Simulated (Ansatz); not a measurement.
# Ba3V: relaxing a made-up structure, part 2 of 2

Starting from a made-up structure for Ba3V, the aim is the relaxed cell, its shortest contacts and, where a second run follows, its electronic structure.

Ansatz 0.2.0; DFT, PBEsol, plane-wave PAW, files of the set soft_1, scalar-relativistic, ferromagnetic start, cell and ions relaxed at zero pressure; PAW set soft_1 (the session's first sound run).

So far: Starting point; Relaxation of the guess. The relaxed cell has a = 7.929, c = 5.966 Å (conventional setting).

**3. Electronic structure of the relaxed cell**

With the geometry fixed, one more self-consistent run, with a narrower smearing and the mesh shown in its input, gives the bands, and its pressure, and its forces where symmetry allows any, show how far the geometry depends on these settings.

This step: DFT, PBEsol, plane-wave PAW, files of the set soft_1, scalar-relativistic, ferromagnetic start, bands and density of states at the relaxed cell; PAW set soft_1 (Ansatz 0.2.0).

input.yaml reads:

```yaml
crystal:
  lattice:
    - [7.9285539156, 0.0, 0.0]
    - [-3.9642769578, 6.8663291062, 0.0]
    - [0.0, 0.0, 5.9655406952]
  atoms:
    - { symbol: Ba, position: [0.1763234106, 0.3526468211, 0.25] }
    - { symbol: Ba, position: [0.1763234106, 0.8236765894, 0.25] }
    - { symbol: Ba, position: [0.6473531789, 0.8236765894, 0.25] }
    - { symbol: Ba, position: [0.8236765894, 0.6473531789, 0.75] }
    - { symbol: Ba, position: [0.8236765894, 0.1763234106, 0.75] }
    - { symbol: Ba, position: [0.3526468211, 0.1763234106, 0.75] }
    - { symbol: V, position: [0.3333333333, 0.6666666667, 0.75], spin: 3.5 }
    - { symbol: V, position: [0.6666666667, 0.3333333333, 0.25], spin: 3.5 }
magnetization:
  spin_polarized: true
kpoints:
  mp_grid: { grid: [6, 6, 6] }
  band_path:
    path:
      - [[0.0, 0.0, 0.0], [0.5, 0.0, 0.0], [0.33333333, 0.33333333, 0.0], [0.0, 0.0, 0.0], [0.0, 0.0, 0.5], [0.5, 0.0, 0.5], [0.33333333, 0.33333333, 0.5], [0.0, 0.0, 0.5]]
      - [[0.5, 0.0, 0.5], [0.5, 0.0, 0.0]]
      - [[0.33333333, 0.33333333, 0.0], [0.33333333, 0.33333333, 0.5]]
    npoints: 8
scf:
  occupations: { method: fermi_dirac, width: 0.03 }
  n_extra_bands: 16
hamiltonian:
  xc: pbesol
  pseudopotentials: { kind: paw, azcp: { folder: soft_1 }, xc_functional: pbe }
output:
  forces: true
  stress: true
  write_bands: true
  dos: { projected: true }
  write_density: true
  write_potential: true
  elf: true
  volumetric_format: npy
```

Command:

```bash
ansatz run input.yaml --threads 4 --pin off --max-ram 10240MiB --backend cpu --events-out ev --progress --plain --runs-dir out
```

Numbers of over 12 decimals in the logs are rounded to 6 here.

The program printed:

```text
Warning: where an SCF of this run starts from atoms to list the orders of its open shells, V (sites 6, 7, from 0) starts with 3.00 μB on its 3d shell, in the place of the 3.50 μB that the deck gives it: its open shells can hold no more by Hund's first rule. To start from spheres of the given moment, type scf.initial_density.shell_occupations: []
[...]
Crystal: 8 atoms, lattice volume = 324.764 Å³
Basis set: ecut = 420 eV, 6289 PW (Γ), exchange–correlation on 108×108×80 points (8 copies of the dense FFT grid, shifted against one another)
Bands: 59, of which v1, the nominal top of the filled ones, is band 43 counted from 1 (42 counted from 0)
Symmetry: 24 space group operations
[...]
k-points: 28 of 216
[...]
Starting moments: Σ|m| = 7 μB on 2 of 8 sites
[...]
SCF iter   1: F=—  HF=-40942.833669 eV  |F-HF|=—  |Δ(HF+E_count)|=         —  Δρ=3.52e-2 (↑3.52e-2 ↓7.11e-3)  dr2=1.18e1  dr2_m=7.68e-1  M=6.257 μB ∫|m|=6.479 μB  β_m=0.30  ethr=3.10e-3  ⟨swp⟩=11.1  Hψ=16783  notcnv=0
[...]
SCF iter  13: F=-40942.067311 eV  HF=-40942.067311 eV  |F-HF|=5.75e-10  |Δ(HF+E_count)|=   4.13e-9  Δρ=3.42e-7 (↑3.42e-7 ↓1.07e-7)  dr2=7.89e-10  dr2_m=8.27e-11  M=8.164 μB ∫|m|=9.408 μB  ethr=1.48e-11  ⟨swp⟩=13.8  Hψ=19931  notcnv=0
SCF 1 converged in 13 iterations: F = -40942.067311 eV  dr2 = 7.89e-10
[...]
NSCF: frozen V_eff on 75 k-points
SCF converged after 13 iterations
Magnetization: 8.1645 μB (47.0822 up, 38.9178 down)
Absolute magnetization: 9.4197 μB (∫|ρ↑−ρ↓|, with the PAW one-centre terms)
[...]
Per-site moments (μB) at R_I (Å): [(0.040059, 1.518200), (0.040059, 1.518200), (0.040059, 1.518200), (0.040059, 1.518200), (0.040059, 1.518200), (0.040059, 1.518200), (3.474618, 1.518200), (3.474618, 1.518200)]
Free energy (F): -40942.067311 eV
[...]
Internal energy: -40942.037558 eV  (E = F + TS)
E sigma→0 (E₀):  -40942.052435 eV
Entropy (-TS):   -0.029752 eV (-3.719 meV/atom)
Fermi energy:    8.348497 eV
[...]
--- Forces (eV/Å), atoms counted from 1 ---
  atom   1  Ba     0.00000000     0.00170980     0.00000000
  atom   2  Ba     0.00148073    -0.00085490     0.00000000
  atom   3  Ba    -0.00148073    -0.00085490     0.00000000
  atom   4  Ba    -0.00000000    -0.00170980     0.00000000
  atom   5  Ba    -0.00148073     0.00085490     0.00000000
  atom   6  Ba     0.00148073     0.00085490     0.00000000
  atom   7  V      0.00000000     0.00000000     0.00000000
  atom   8  V      0.00000000    -0.00000000     0.00000000
  max |Σ_I F_I| component: 1.45e-17 eV/Å
--- Stress (GPa, compression-positive) ---
       -0.056977       0.000000       0.000000
       -0.000000      -0.056977       0.000000
        0.000000       0.000000       0.041094
  P = ⅓ Tr σ = -0.0243 GPa (-0.243 kbar)
--- Band table (eV; the first three rows and the last of 56) ---
  k-point 0 ↑: bands = [... 39 lower, 7.4360, 7.4360, 7.5097, 7.5097, 8.0224, 8.0224, 8.4634, 8.6427, ... 12 higher]
  k-point 1 ↑: bands = [... 39 lower, 7.3282, 7.8322, 7.8322, 7.8553, 7.9343, 7.9780, 7.9780, 8.6652, ... 12 higher]
  k-point 2 ↑: bands = [... 39 lower, 7.3852, 7.6058, 7.8469, 7.8469, 7.9710, 7.9710, 8.1351, 8.7682, ... 12 higher]
  k-point 27 ↓: bands = [... 39 lower, 8.6232, 9.0299, 9.0299, 9.0612, 9.0612, 9.2019, 9.2019, 9.4951, ... 12 higher]
```

The job ended after 46 s (4 threads of Arm Neoverse V2, shared host; peak memory 1.6 GiB).

The column dr2 measures how far the density is from self-consistency, as an energy; F and HF (Harris–Foulkes) agree once it is small.

Numbers from this step:

| Quantity | Value |
| --- | --- |
| free energy | -40942.0673 eV |
| energy at zero smearing | -40942.0524 eV |
| smearing term TS | 0.02975 eV |
| Fermi energy | 8.348 eV |
| magnetization | 8.164 μB |
| absolute magnetization | 9.420 μB |
| site moments | 0.04006, 0.04006, 0.04006, 0.04006, 0.04006, 0.04006, 3.475, 3.475 μB |
| pressure | -0.02429 GPa |

From bands.tsv, the bands that come nearest the Fermi level along the path, at its corners, in eV from the Fermi level:

| point | band_45_up | band_46_up | band_47_up | band_48_up | band_37_dn | band_38_dn | band_39_dn | band_40_dn |
| --- | --- | --- | --- | --- | --- | --- | --- | --- |
| Γ | 0.11 | 0.29 | 0.29 | 0.38 | -0.34 | -0.34 | -0.34 | -0.34 |
| M | -0.33 | -0.23 | -0.02 | 0.20 | -0.21 | -0.09 | 0.17 | 0.32 |
| K | -0.41 | -0.34 | 0.16 | 0.16 | -0.22 | -0.05 | 0.16 | 0.51 |
| Γ | 0.11 | 0.29 | 0.29 | 0.38 | -0.34 | -0.34 | -0.34 | -0.34 |
| A | -0.44 | 0.74 | 0.74 | 0.74 | -0.36 | -0.36 | -0.36 | 0.86 |
| L | -0.30 | -0.09 | -0.09 | 0.40 | -0.46 | 0.22 | 0.22 | 0.66 |
| H | -0.24 | -0.04 | -0.04 | 0.28 | -0.43 | 0.27 | 0.27 | 0.68 |
| A | -0.44 | 0.74 | 0.74 | 0.74 | -0.36 | -0.36 | -0.36 | 0.86 |
| L | -0.30 | -0.09 | -0.09 | 0.40 | -0.46 | 0.22 | 0.22 | 0.66 |
| M | -0.33 | -0.23 | -0.02 | 0.20 | -0.21 | -0.09 | 0.17 | 0.32 |
| K | -0.41 | -0.34 | 0.16 | 0.16 | -0.22 | -0.05 | 0.16 | 0.51 |
| H | -0.24 | -0.04 | -0.04 | 0.28 | -0.43 | 0.27 | 0.27 | 0.68 |

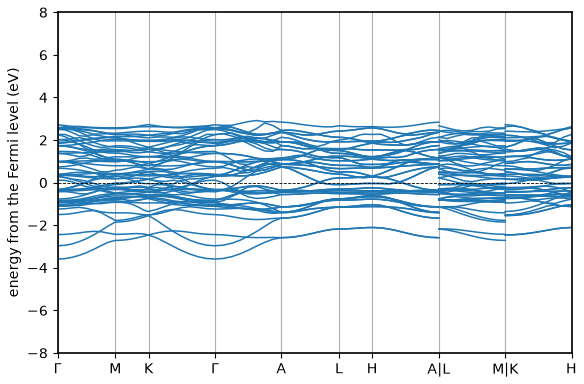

Bands along the path. 64 bands lie wholly below the window drawn.

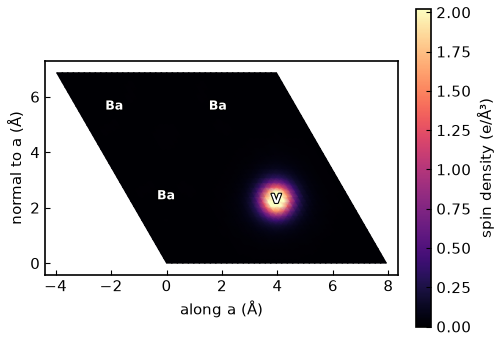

Spin density in the ab plane at fractional z = 0.250, with atoms of Ba and V within 0.2 Å of it.

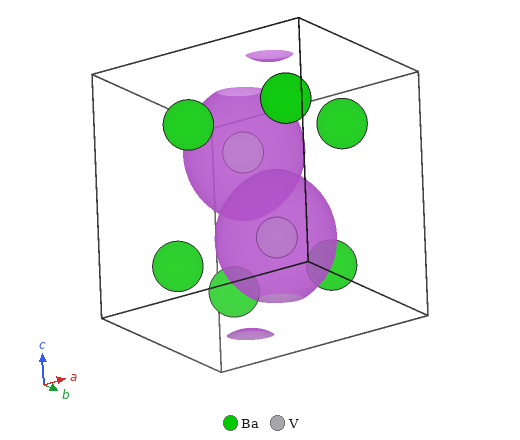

Surface of spin density = 0.045 e/Å³, which holds about 70 % of the integral of its size.

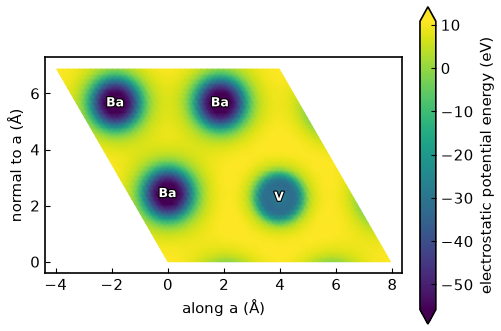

Electrostatic potential energy in the ab plane at fractional z = 0.250, with atoms of Ba and V within 0.2 Å of it. With pseudopotentials it is smooth inside the atoms' cores, unlike the true potential.

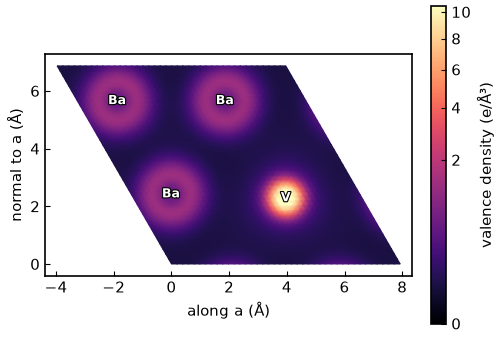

Valence density in the ab plane at fractional z = 0.250, with atoms of Ba and V within 0.2 Å of it. It is the smooth field of the valence electrons, not physical close to the nuclei. The colour scale is stretched toward low values.

**4. What came out**

```json
{"space group, relaxed": "P6_3/mmc", "conventional cell": "a = 7.929, b = 7.929, c = 5.966 Å; α = 90.0°, β = 90.0°, γ = 120.0°", "volume per atom": "40.60 Å³ (guess 45.46)", "total moment": "8.30 μB in the cell of 8 atoms"}
```

What this shows: Ba3V relaxes to P6_3/mmc with a = 7.929, b = 7.929 and c = 5.966 Å. The guessed volume was 12 % too large. The space group P6_3/mmc was held in the relaxation, so the end point is a stationary structure within it and may be a saddle against distortions or other arrangements. The input starts from parallel moments, and no other start was typed. Bands cross the Fermi level, so it is a metal or semimetal at this level. On the 6×6×6 mesh with the narrower smearing (relaxed on 4×4×5) the largest force component is 0.002 eV/Å and the largest stress component is 0.057 GPa, against the relaxation's thresholds of 0.015 eV/Å and 0.05 GPa. The cutoff wasn't tested. Spin-orbit coupling is left out, which can matter for elements this heavy. No dispersion term is used, so weakly bound directions may come out too long. Nothing here tests whether the compound is stable against decomposition.

[Logs are printed without paths, hosts, clocks, repeated set-up lines and the standing remarks that a program may print on its own settings, such as how far it seeks lower states.]

[Hosts, paths, dates, database ids (printed as entryN), source tags and the programs' standing remarks are cut or masked in the printed files.]
